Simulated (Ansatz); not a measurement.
Start from BN (space group Pm-3n, No. 223; a = 4.419 Å; a hypothetical phase, not in the database extracts checked).

Modification: a hydrostatic pressure of 0.7 GPa.

Calculations: PBEsol in Ansatz (plane waves to 420 eV, PAW, no spin-orbit coupling).

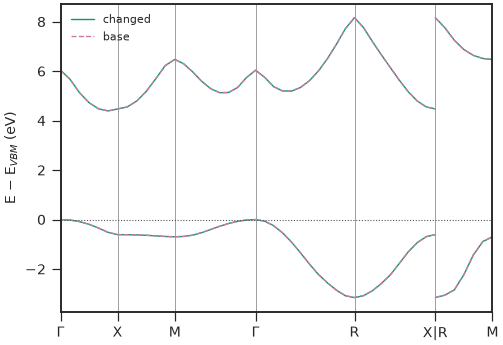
Highest valence and lowest conduction band along the path, each from its own valence-band maximum

Q: Read the changed gap and its character from the plot.

A: About 4.4 eV, indirect, Γ → Γ–X (83 % along).

Load acts through the strain it causes; cell and atoms are relaxed under it. Stability against distortions was not tested.

Ansatz is a quantum-chemistry and plane-wave program.
